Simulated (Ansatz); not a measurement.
**GeS (germanium sulfide): CCSD(T)/aug-cc-pVTZ**

Aim: the vertical electron affinity of GeS (germanium sulfide) at CCSD(T)/aug-cc-pVTZ, from 2 runs. 

Program for the calculation: Ansatz 0.2.0.

30 further runs of the same task are left out: 30 set aside as unsound or not needed.

**1. Starting point**

The species is GeS (2 atoms), meant as a singlet with charge 0. SMILES: `[S+]#[Ge-]`. Geometry: the measured bond length.

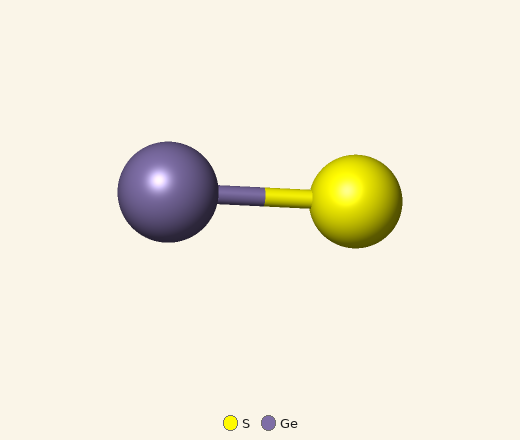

Viewed from a chosen angle; sulfur yellow, germanium purple.

**2. The energy at CCSD(T)/aug-cc-pVTZ**

Input file input.yaml:

```yaml
basis:
  gaussian: {orbitals: aug-cc-pVTZ}
crystal:
  periodic: [false, false, false]
  atoms:
    - {symbol: S, position_ang: [0.000000, 0.000000, 0.000000]}
    - {symbol: Ge, position_ang: [0.000000, 0.000000, 2.012086]}
correlation: {method: ccsd_t, frozen_orbitals: {Ge: 9, S: 5}}
accuracy: high
scf: {omitted_lower_state_checks: [cluster_reference, increment]}
```

Command:

```bash
$ ansatz run input.yaml --threads 1 --pin off --max-ram 3480MiB --events-out events.jsonl --progress --plain --runs-dir runs
```

Standard output, shortened:

```text
Warning: RAYON_NUM_THREADS=1 ignored (pool sized by the plan → 1); use --threads N
Functional definition: HF
  name "HF"
[...]
1389 factors; integrals over basis functions are off by at most 4.7e-9 eV
[...]
mean field -67293.47240863 eV, -2472.9894978632 hartree, gradient 2.9e-8 eV, S^2 0.000000; 0 other end points of the search recorded, 0 dependent functions left out
14 core orbitals not correlated: weight in the atoms' cores, before any rotation towards them, 1.000 or more for the frozen orbitals, at most 0.000 for the correlated occupied ones
reference -67293.47240863 eV, -2472.9894978632 hartree; 10, 10 occupied and 85, 85 virtual orbitals, 1389 factors
second order -9.17049331 eV of doubles, -0.00000000 eV of singles
cycle   1  -9.16499404 eV  change    5.5e-3 eV  update   1.1e-1
[...]
cycle  21  -9.56813333 eV  change   1.9e-10 eV  update   1.3e-9
perturbative correction -0.61948137 eV, -0.0227655204 hartree
Total energy: -67303.66002333 eV, -2473.3638857981 hartree
Checks for a lower state left out: cluster_reference, increment
```

Run time: 14 s. Hardware: 1 thread of Arm Neoverse V1, shared host; peak memory 0.51 GiB.

**3. The doublet anion**

Input file molecule.yaml:

```yaml
basis:
  gaussian: {orbitals: aug-cc-pVTZ}
crystal:
  periodic: [false, false, false]
  atoms:
    - symbol: S
      position_ang: [0.000000, 0.000000, 0.000000]
    - symbol: Ge
      position_ang: [0.000000, 0.000000, 2.012086]
total_charge: -1
magnetization: {spin_polarized: true, initial_magnetization: 1}
correlation: {method: ccsd_t, frozen_orbitals: {Ge: 9, S: 5}}
accuracy: high
scf: {omitted_lower_state_checks: [cluster_reference, increment]}
```

Command:

```bash
$ ansatz run molecule.yaml --threads 1 --pin off --max-ram 3480MiB --events-out events.jsonl --progress --plain --runs-dir runs
```

Standard output, shortened:

```text
Warning: RAYON_NUM_THREADS=1 ignored (pool sized by the plan → 1); use --threads N
Functional definition: HF
  name "HF"
[...]
1389 factors; integrals over basis functions are off by at most 4.7e-9 eV
[...]
mean field -67293.69517173 eV, -2472.9976842561 hartree, gradient 2.7e-8 eV, S^2 0.768992; 8 other end points of the search recorded, 0 dependent functions left out
14 core orbitals not correlated: weight in the atoms' cores, before any rotation towards them, 1.000 or more for the frozen orbitals, at most 0.000 for the correlated occupied ones
reference -67293.69517173 eV, -2472.9976842561 hartree; 11, 10 occupied and 84, 85 virtual orbitals, 1389 factors
second order -9.32888846 eV of doubles, -0.00000000 eV of singles
cycle   1  -9.42897558 eV  change   -1.0e-1 eV  update   9.6e-2
[...]
cycle  26  -9.80747105 eV  change  -2.7e-10 eV  update   1.4e-9
perturbative correction -0.59521796 eV, -0.0218738564 hartree
Total energy: -67304.09786074 eV, -2473.3799760261 hartree
Checks for a lower state left out: cluster_reference, increment
```

Wall time 53 s (1 thread of Arm Neoverse V1, shared host); peak memory 1 GiB.

**4. Summary of results**

At CCSD(T)/aug-cc-pVTZ, 14 core orbitals frozen:

| quantity | value |
| --- | --- |
| singlet GeS: total energy | -2473.36389 Eh |
| singlet GeS: correlation energy (14 core orbitals frozen) | -374.4 mEh |
| singlet GeS: (T) correction | -22.77 mEh |
| singlet GeS: T1 diagnostic | 0.019 |
| doublet anion: total energy | -2473.37998 Eh |
| doublet anion: correlation energy (14 core orbitals frozen) | -382.3 mEh |
| doublet anion: (T) correction | -21.87 mEh |
| doublet anion: ⟨S²⟩ of the reference determinant | 0.769 |
| doublet anion: T1 diagnostic | 0.018 |
| vertical electron affinity (to the doublet anion) | 0.438 eV |

What this shows: At fixed nuclei the extra electron is bound by 0.44 eV (10.1 kcal/mol). The triples (singlet GeS) make up 6.1 % of the correlation energy. The triples (doublet anion) make up 5.7 % of the correlation energy.
